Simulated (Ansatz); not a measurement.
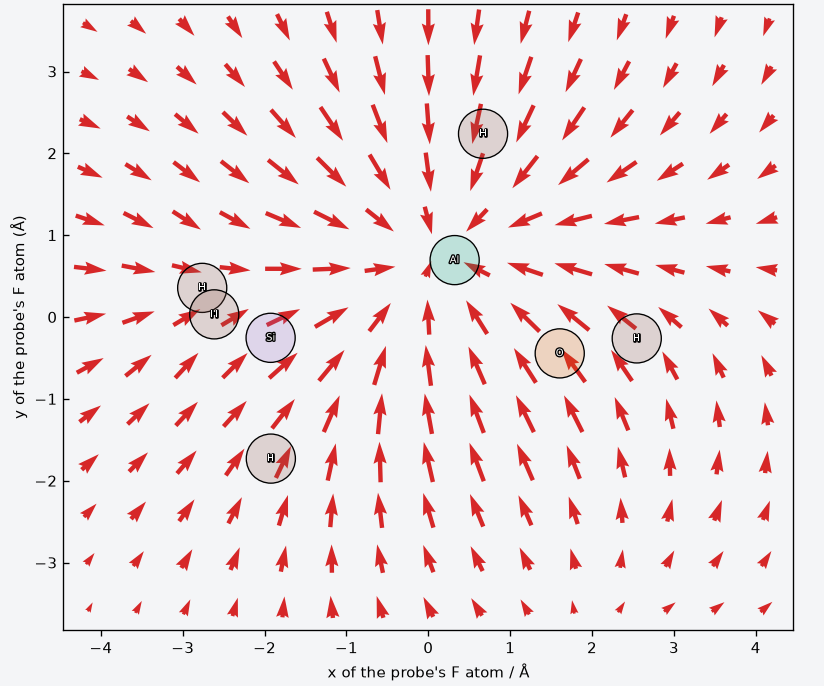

AlH₅OSi (SMILES [OH][AlH][SiH3]) with the probe HF. The probe is moved over a plane parallel to the molecule's main plane, 3.99 Å above it. The first coordinate is: x of the probe's F atom; the second: y of the probe's F atom. Nothing is relaxed (molecule and probe rigid, the probe upright with F nearest the plane). The grid has 15 × 13 points. Points are written as (first, second). The calculation used RKS CAM-B3LYP-D4/def2-SVPD in Ansatz 0.2.0.

Drawn: arrows along the force (downhill), their lengths compressed, labelled circles for the molecule's atoms, projected on the plane.

The arrows alone are given. Where is the energy lowest?

The arrows converge at about (0.09 Å, 0.74 Å) (read from the interpolated surface).

The energy map of the same scan:

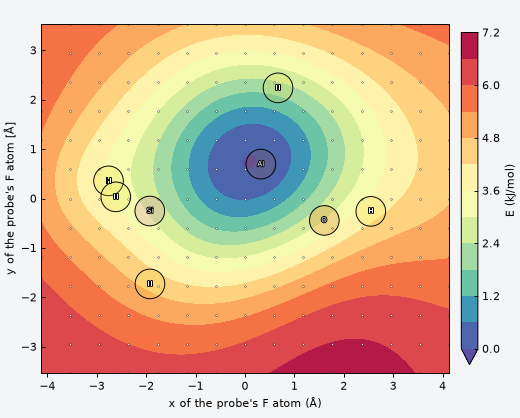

Energies are in kJ/mol, from the lowest grid point; between grid points the surface is interpolated.
